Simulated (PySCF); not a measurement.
EPR calculation, with input and output: C5H4ClS

- system: C5H4ClS, multiplicity 2, SMILES [CH2]c1ccc(Cl)s1
- method: UKS B3LYP, pcH-1 on C Cl H S, non-relativistic, mean-field spin-orbit, GIAO (PySCF 2.14.0)

It belongs to a series of runs on one base structure; here: X = H replaced by Cl.

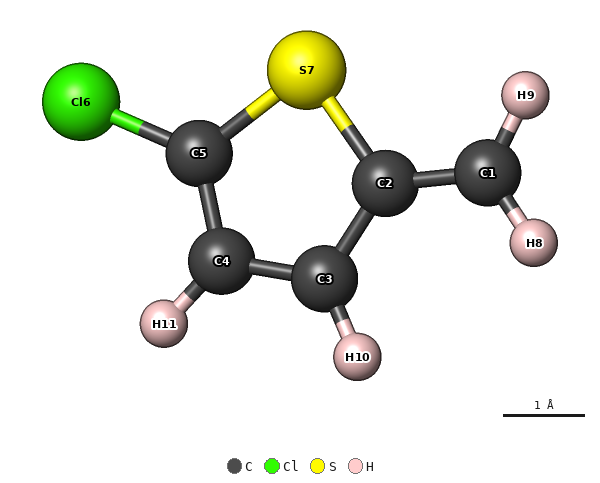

**Figure 1.** The structure as given in the input (ball-and-stick view, seen at a tilt; atoms are numbered from 1 in the order of the input). Bond lengths as drawn: C–C 1.35 to 1.41 Å, C–Cl 1.70 Å, C–H 1.07 Å and C–S 1.73 to 1.77 Å.

**Input**
```
{"job": {"kind": "epr", "basis": "pcH-1"}, "charge": 0, "multiplicity": 2}
C     -2.137647    -0.264550     0.141752
C     -0.785975    -0.204222     0.078958
C      0.034907     0.901901    -0.243456
C      1.388003     0.622994    -0.215402
C      1.664304    -0.685479     0.123644
Cl     3.212273    -1.383588     0.255165
S      0.231649    -1.616097     0.421130
H     -2.731501     0.605985    -0.070085
H     -2.649616    -1.172102     0.400110
H     -0.383123     1.861195    -0.485504
H      2.162150     1.336634    -0.432276
```

The first line tells a small driver script what to run in PySCF; the rest is the geometry in Å.

Hardware: 1 CPU thread, shared host.

Launch command:
```bash
OMP_NUM_THREADS=1 python <driver script> task.json out
```

**The program's output**
```
UKS, coarse grid
  cycle   1  E = -1051.23765285  |g| = 3.40e-01
  cycle   2  E = -1051.13441664  |g| = 5.36e-01
  cycle   3  E = -1051.28044513  |g| = 1.24e-01
  cycle   4  E = -1051.28824172  |g| = 5.53e-02
  cycle   5  E = -1051.28985177  |g| = 1.84e-02
  cycle   6  E = -1051.29009790  |g| = 7.21e-03
  cycle   7  E = -1051.29016582  |g| = 4.72e-03
  cycle   8  E = -1051.29018749  |g| = 2.07e-03
  cycle   9  E = -1051.29019065  |g| = 6.04e-04
UKS, final grid
  cycle   1  E = -1051.29017871  |g| = 8.78e-04
  cycle   2  E = -1051.29017808  |g| = 1.42e-03
  cycle   3  E = -1051.29017911  |g| = 1.34e-04
  cycle   4  E = -1051.29017912  |g| = 3.23e-05
  cycle   5  E = -1051.29017912  |g| = 2.41e-05
E = -1051.29017912 Eh   <S^2> = 0.7807 (exact 0.7500)
g shifts (ppm)      1          2          3
  rmc          -165       -165       -165
  gc             -1         39         35
  oz_so        -328       1830       4699
  total        -494       1704       4569
hyperfine (MHz)  atom isotope    a_iso     a_fc   dipolar eigenvalues
    0   13C      47.53      47.65    -46.12    -44.98     91.10
    1   13C     -41.46     -41.41    -23.95      9.40     14.55
    2   13C      34.88      34.94    -30.54    -30.09     60.64
    3   13C     -28.58     -28.58    -17.54      7.86      9.69
    4   13C      45.21      44.83    -34.00    -33.00     67.01
    5  35Cl       2.54       2.60    -12.57     -7.39     19.96
    6   33S       2.13       2.19     -8.67     -4.58     13.25
    7    1H     -36.26     -36.26    -20.49     -0.93     21.42
    8    1H     -36.91     -36.90    -21.61     -0.49     22.10
    9    1H     -25.40     -25.40    -13.09     -1.37     14.46
   10    1H       7.11       7.10     -3.12     -0.47      3.59
```

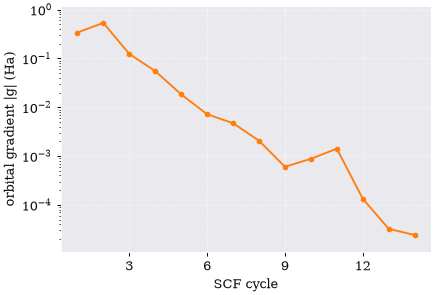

**Figure 2.** Convergence of the self-consistent field: orbital gradient |g| against the SCF cycle. All cycles printed in the log are drawn one after another.

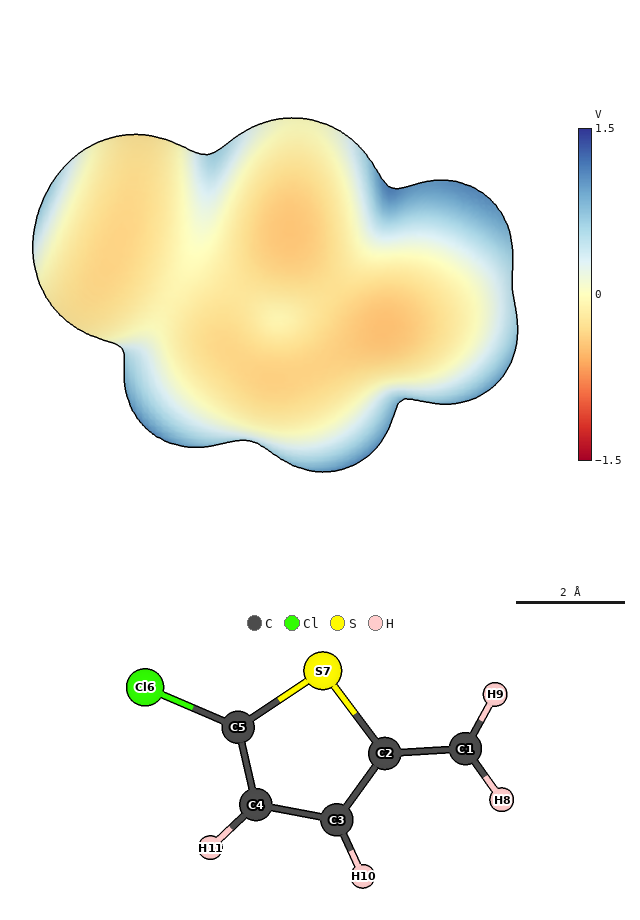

**Figure 3.** The molecular electrostatic potential painted on the density surface at 0.002 e/bohr³, seen at a tilt; the colour scale runs from red (negative) to blue (positive). The bare structure is drawn below in the same view.

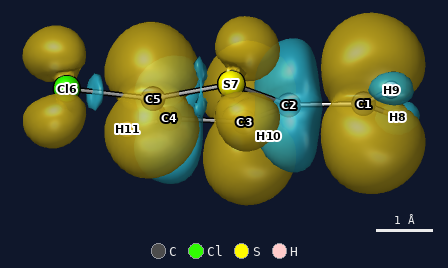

**Figure 4.** Isosurfaces of the spin density (α minus β) at +0.01 (yellow) and −0.01 e/Å³ (cyan), seen from the side. The unpaired spin (1 electron) lies mostly on C1 (about 0.4), C5 (about 0.2) and C3 (about 0.2), in electrons by Hirshfeld's partition.

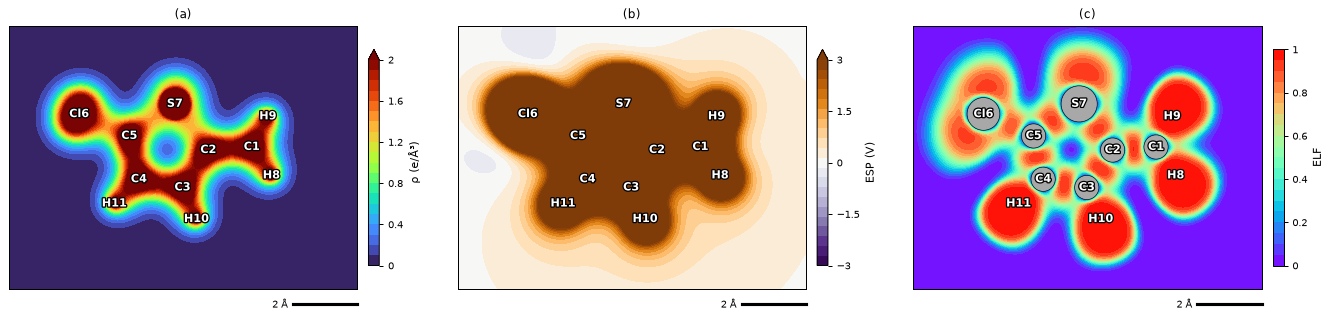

**Figure 5.** (a) electron density; (b) molecular electrostatic potential; (c) ELF on the molecular plane. Grey discs, where drawn, cover atomic cores. C–S (1.73 Å): ρ is about 1.4 e/Å³ halfway; the ELF peaks at about 0.90 between the atoms, which marks a covalent bond. C–C (1.41 Å): ρ at the midpoint is about 2 e/Å³; the ELF peaks at about 0.95 between the atoms, which marks localised, shared-pair bonding. The potential has no marked negative region in this plane.

**Summary**

```json
{"quantity": "outcome", "value": "converged"}
{"quantity": "total energy", "value": "−1051.290179 hartree"}
{"quantity": "⟨S²⟩", "value": "0.781"}
{"quantity": "isotropic g", "value": "2.0042"}
{"quantity": "wall time", "value": "58 s"}
{"quantity": "peak memory", "value": "0.89 GiB"}
```
